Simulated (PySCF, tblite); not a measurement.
# Si4H10O: dynamics, then NMR shifts on frames, part 2 of 2

tblite 0.8.0 and PySCF 2.14.0. Atoms count from 0. The steps go on from the part before.

**5. Shielding tensors: 625 fs, PBE0/pcSseg-1**

The job: settings as JSON, then the geometry in Å.

```
{"job": {"kind": "nmr", "xc": "PBE0", "basis": "pcSseg-1", "pop": false}, "charge": 0, "multiplicity": 1}
O     -1.199100    -0.619400    -1.718100
Si    -1.488900    -0.175600    -0.188100
Si    -2.880400     1.629800    -0.551700
Si     0.490800    -0.267200     1.108000
Si     2.177000     0.988200     0.318400
H     -0.734800    -1.309000    -2.129800
H     -2.225900    -1.510200     0.285600
H     -4.183600     1.514800    -1.219000
H     -2.324800     2.676500    -1.493100
H     -2.958900     2.229700     0.812000
H      0.921200    -1.657600     0.934300
H      0.592500    -0.157800     2.579700
H      2.102500     1.270000    -1.067800
H      3.436200     0.199600     0.479500
H      2.426100     2.268200     1.008200
```

Level: GIAO PBE0/pcSseg-1 NMR shielding, non-relativistic, gas phase.

Standard output:

```text
coarse grid: 13784 points
cycle   1  E = -1238.4383352895  dE =  6.601e-02  |g| = 7.308e-01  |ddm| = 3.383e+00
cycle   2  E = -1238.2559956739  dE =  1.823e-01  |g| = 1.206e+00  |ddm| = 1.829e+00
cycle   3  E = -1238.5327964602  dE = -2.768e-01  |g| = 7.156e-02  |ddm| = 1.414e+00
cycle   4  E = -1238.5339766252  dE = -1.180e-03  |g| = 2.015e-02  |ddm| = 1.241e-01
cycle   5  E = -1238.5341000423  dE = -1.234e-04  |g| = 6.715e-03  |ddm| = 4.334e-02
cycle   6  E = -1238.5341144419  dE = -1.440e-05  |g| = 7.720e-04  |ddm| = 1.072e-02
cycle   7  E = -1238.5341145951  dE = -1.532e-07  |g| = 2.411e-04  |ddm| = 1.409e-03
final grid: 112632 points
cycle   8  E = -1238.5701474305  dE = -1.230e-05  |g| = 5.102e-03  |ddm| = 1.351e-02
cycle   9  E = -1238.5701422087  dE =  5.222e-06  |g| = 7.360e-03  |ddm| = 9.315e-03
cycle  10  E = -1238.5701515243  dE = -9.316e-06  |g| = 4.429e-04  |ddm| = 5.867e-03
cycle  11  E = -1238.5701515537  dE = -2.938e-08  |g| = 9.360e-05  |ddm| = 5.516e-04
cycle  12  E = -1238.5701515565  dE = -2.799e-09  |g| = 2.087e-05  |ddm| = 1.796e-04
cycle  13  E = -1238.5701515567  dE = -1.537e-10  |g| = 2.927e-06  |ddm| = 3.594e-05
converged SCF energy = -1238.5701515567

GIAO shielding tensors (ppm)
atom      isotropic    diamagn.    paramagn.     s11        s22        s33       span
  0 O      338.754     389.413     -50.658    269.117    349.957    397.188    128.071
  1 Si     359.781     877.524    -517.743    273.700    346.822    458.821    185.121
  2 Si     460.832     878.785    -417.953    394.454    480.952    507.091    112.636
  3 Si     474.384     882.250    -407.866    435.050    469.855    518.247     83.197
  4 Si     473.735     881.008    -407.273    461.345    475.571    484.290     22.945
  5 H       32.027      34.210      -2.182     23.349     26.151     46.583     23.234
  6 H       23.926      26.948      -3.022     21.236     22.783     27.760      6.524
  7 H       27.596      27.526       0.070     24.423     25.062     33.303      8.880
  8 H       27.258      28.457      -1.199     24.124     25.964     31.684      7.560
  9 H       28.223      27.967       0.256     24.623     26.512     33.535      8.913
 10 H       28.270      31.422      -3.151     24.655     26.268     33.888      9.232
 11 H       27.870      29.675      -1.805     24.514     25.506     33.590      9.077
 12 H       28.979      30.759      -1.780     25.101     27.573     34.263      9.162
 13 H       27.795      28.897      -1.101     23.996     25.576     33.814      9.818
 14 H       28.205      29.164      -0.959     25.098     25.603     33.914      8.816
```

It took 17 s on 1 thread of Intel Xeon at 2.80GHz, shared host; peak memory 0.79 GiB.

This run: δ O0 -2.7, Si1 -10.6, Si2 -111.7, Si4 -124.6, H6 7.79, H8 4.46 ppm.

**6. NMR shieldings: 800 fs, PBE0/pcSseg-1**

The job: settings as JSON, then the geometry in Å.

```
{"job": {"kind": "nmr", "xc": "PBE0", "basis": "pcSseg-1", "pop": false}, "charge": 0, "multiplicity": 1}
O     -1.083400    -1.496000    -0.915600
Si    -1.477800    -0.524600     0.394900
Si    -2.851200     0.985400    -0.734900
Si     0.426800     0.315300     1.502400
Si     1.723900     1.623000     0.106100
H     -0.865500    -2.387600    -1.070700
H     -2.441200    -1.482100     1.226500
H     -4.220000     0.458800    -0.990300
H     -2.338300     1.488700    -2.013800
H     -2.931200     2.227200     0.096400
H      1.314400    -0.602800     2.249200
H     -0.127600     1.377800     2.326800
H      1.849700     0.877400    -1.169700
H      3.094900     2.050200     0.482000
H      1.087000     2.897500    -0.257300
```

Level: GIAO PBE0/pcSseg-1 NMR shielding, non-relativistic, gas phase.

Standard output:

```text
coarse grid: 13784 points
cycle   1  E = -1238.4485454260  dE = -5.147e-02  |g| = 7.352e-01  |ddm| = 3.361e+00
cycle   2  E = -1238.2540971413  dE =  1.944e-01  |g| = 1.234e+00  |ddm| = 2.370e+00
cycle   3  E = -1238.5455020044  dE = -2.914e-01  |g| = 6.768e-02  |ddm| = 1.881e+00
cycle   4  E = -1238.5465496577  dE = -1.048e-03  |g| = 1.495e-02  |ddm| = 1.220e-01
cycle   5  E = -1238.5466097922  dE = -6.013e-05  |g| = 4.678e-03  |ddm| = 3.257e-02
cycle   6  E = -1238.5466171898  dE = -7.398e-06  |g| = 8.828e-04  |ddm| = 8.628e-03
final grid: 112632 points
cycle   7  E = -1238.5825249780  dE = -1.139e-05  |g| = 5.202e-03  |ddm| = 1.570e-02
cycle   8  E = -1238.5825193237  dE =  5.654e-06  |g| = 7.610e-03  |ddm| = 1.131e-02
cycle   9  E = -1238.5825291592  dE = -9.836e-06  |g| = 4.491e-04  |ddm| = 7.351e-03
cycle  10  E = -1238.5825291907  dE = -3.151e-08  |g| = 6.710e-05  |ddm| = 5.286e-04
cycle  11  E = -1238.5825291920  dE = -1.316e-09  |g| = 1.898e-05  |ddm| = 1.282e-04
cycle  12  E = -1238.5825291921  dE = -1.091e-10  |g| = 3.484e-06  |ddm| = 3.234e-05
converged SCF energy = -1238.5825291921

GIAO shielding tensors (ppm)
atom      isotropic    diamagn.    paramagn.     s11        s22        s33       span
  0 O      345.255     391.512     -46.257    287.347    356.806    391.614    104.267
  1 Si     346.067     877.000    -530.933    253.579    345.169    439.454    185.876
  2 Si     458.691     879.564    -420.874    427.281    460.226    488.565     61.285
  3 Si     482.045     881.521    -399.476    453.329    466.160    526.647     73.318
  4 Si     470.130     880.975    -410.844    431.402    481.992    496.997     65.594
  5 H       31.599      33.614      -2.016     23.935     24.455     46.407     22.472
  6 H       23.926      26.213      -2.287     21.547     22.705     27.526      5.979
  7 H       27.652      27.820      -0.168     24.268     25.250     33.437      9.169
  8 H       27.875      29.498      -1.623     24.656     26.485     32.485      7.829
  9 H       28.000      28.651      -0.651     24.566     26.791     32.643      8.077
 10 H       27.967      29.524      -1.557     23.920     25.654     34.328     10.409
 11 H       28.600      30.287      -1.687     25.646     26.254     33.900      8.254
 12 H       27.776      30.051      -2.275     23.897     26.585     32.845      8.948
 13 H       27.824      28.910      -1.086     24.428     25.167     33.878      9.450
 14 H       28.121      30.033      -1.912     24.409     26.569     33.384      8.975
```

Run time: 16 s. Hardware: 1 thread of Intel Xeon at 2.80GHz, shared host; peak memory 0.79 GiB.

In short: δ O0 -9.2, Si1 3.1, Si2 -109.5, Si4 -121.0, H6 7.79, H7 4.07 ppm.

**7. NMR shieldings: 1000 fs, PBE0/pcSseg-1**

The job: settings as JSON, then the geometry in Å.

```
{"job": {"kind": "nmr", "xc": "PBE0", "basis": "pcSseg-1", "pop": false}, "charge": 0, "multiplicity": 1}
O     -0.672800    -1.712000    -0.445000
Si    -1.094800    -0.475100     0.506800
Si    -2.778600     0.617600    -0.749900
Si     0.620200     0.889600     1.362800
Si     2.118300     2.068100     0.098500
H      0.098600    -1.961800    -0.912900
H     -1.886100    -1.282900     1.561300
H     -3.671000    -0.196300    -1.522500
H     -2.088600     1.617500    -1.563000
H     -3.679900     1.320400     0.150500
H      1.455000     0.565900     2.588500
H     -0.465400     1.876700     1.851700
H      1.844500     1.470300    -1.275100
H      3.574900     1.837700     0.285100
H      1.879400     3.512200     0.097100
```

Method: GIAO PBE0/pcSseg-1 NMR shielding, non-relativistic, gas phase.

Standard output:

```text
coarse grid: 13784 points
cycle   1  E = -1238.4398840693  dE =  5.457e-03  |g| = 7.332e-01  |ddm| = 3.374e+00
cycle   2  E = -1238.2678122330  dE =  1.721e-01  |g| = 1.191e+00  |ddm| = 2.042e+00
cycle   3  E = -1238.5346104067  dE = -2.668e-01  |g| = 6.830e-02  |ddm| = 1.590e+00
cycle   4  E = -1238.5356700056  dE = -1.060e-03  |g| = 1.612e-02  |ddm| = 1.166e-01
cycle   5  E = -1238.5357467717  dE = -7.677e-05  |g| = 4.278e-03  |ddm| = 3.450e-02
cycle   6  E = -1238.5357531915  dE = -6.420e-06  |g| = 8.464e-04  |ddm| = 8.064e-03
final grid: 112632 points
cycle   7  E = -1238.5716691265  dE = -1.236e-05  |g| = 5.336e-03  |ddm| = 1.620e-02
cycle   8  E = -1238.5716635255  dE =  5.601e-06  |g| = 7.727e-03  |ddm| = 1.077e-02
cycle   9  E = -1238.5716735984  dE = -1.007e-05  |g| = 4.095e-04  |ddm| = 6.862e-03
cycle  10  E = -1238.5716736267  dE = -2.831e-08  |g| = 8.807e-05  |ddm| = 5.738e-04
cycle  11  E = -1238.5716736292  dE = -2.455e-09  |g| = 2.121e-05  |ddm| = 1.677e-04
cycle  12  E = -1238.5716736293  dE = -1.198e-10  |g| = 3.399e-06  |ddm| = 3.401e-05
converged SCF energy = -1238.5716736293

GIAO shielding tensors (ppm)
atom      isotropic    diamagn.    paramagn.     s11        s22        s33       span
  0 O      325.772     390.757     -64.985    273.027    318.193    386.096    113.069
  1 Si     352.023     877.003    -524.980    280.049    328.439    447.581    167.531
  2 Si     464.122     880.668    -416.546    422.832    474.737    494.796     71.964
  3 Si     484.269     880.851    -396.583    419.267    511.967    521.571    102.305
  4 Si     471.799     880.798    -408.999    424.109    468.238    523.051     98.942
  5 H       31.153      34.175      -3.023     23.248     26.649     43.561     20.314
  6 H       24.338      27.140      -2.802     21.639     23.429     27.946      6.307
  7 H       28.412      29.712      -1.300     25.216     25.903     34.116      8.899
  8 H       28.322      30.112      -1.791     24.472     27.662     32.830      8.358
  9 H       28.563      29.593      -1.030     25.324     26.599     33.766      8.442
 10 H       27.296      28.517      -1.221     22.808     25.306     33.773     10.965
 11 H       27.984      28.999      -1.015     24.820     26.568     32.565      7.745
 12 H       27.233      29.642      -2.408     23.226     26.599     31.875      8.650
 13 H       27.841      29.066      -1.224     24.527     25.298     33.700      9.174
 14 H       27.992      29.131      -1.139     24.070     25.987     33.918      9.848
```

Wall time 16 s (1 thread of Intel Xeon at 2.80GHz, shared host); peak memory 0.79 GiB.

Key values: δ O0 10.3, Si1 -2.9, Si2 -115.0, Si4 -122.6, H6 7.38, H12 4.48 ppm.

**8. Comparing the runs: NMR shifts**

Shifts (ppm) of some atoms, chosen among heavy atoms and hydrogens apart, with basis size and wall time:

```csv
frame,H12,H5,O0,Si1,Si2,Si4,Si3,functions,time
250 fs,4.38,0.82,2.2,7.6,-107.7,-118.4,-128.9,163,17 s
425 fs,3.90,1.15,18.6,-10.8,-116.3,-121.3,-124.5,163,17 s
625 fs,2.74,-0.31,-2.7,-10.6,-111.7,-124.6,-125.2,163,17 s
800 fs,3.94,0.12,-9.2,3.1,-109.5,-121.0,-132.9,163,16 s
1000 fs,4.48,0.56,10.3,-2.9,-115.0,-122.6,-135.1,163,16 s
```

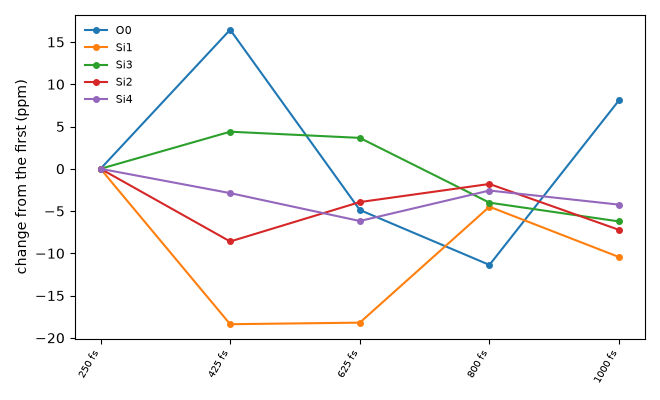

How five of the tabulated atoms move from run to run.

**9. Summary of results**

What follows sums up all 2 parts.

| quantity | value |
| --- | --- |
| thermostat | 300 K |
| mean temperature, second half | 307 K |
| mean potential energy above the minimum | 0.50 eV |
| ¹H shifts against TMS (PBE0/pcSseg-1, 250 fs) | 6.44, 4.40, 4.38, 4.11, 3.70, 3.62, 3.45, 3.13, 2.80, 0.82 ppm |
| ¹⁷O shifts against H2O (PBE0/pcSseg-1, 250 fs) | 2.2 ppm |
| ²⁹Si shifts against TMS (PBE0/pcSseg-1, 250 fs) | 7.6, -107.7, -118.4, -128.9 ppm |
| range of the shift of O0 | -9.2 to 18.6 ppm |

In the second half the potential energy averages 0.50 eV above the minimum; equipartition over 39 harmonic modes at 300 K would give 0.50 eV. With 15 atoms the temperature swings widely (160 to 481 K). Shifts at one fixed geometry are not the observed spectrum, which averages over the motion. In the first frame run (250 fs): The largest span, 202 ppm, is at Si1, where the paramagnetic term is -537 ppm. In ppm, O0 moves most: its shift spreads over 27.8 ppm, from -9.2 (800 fs) to 18.6 (425 fs).
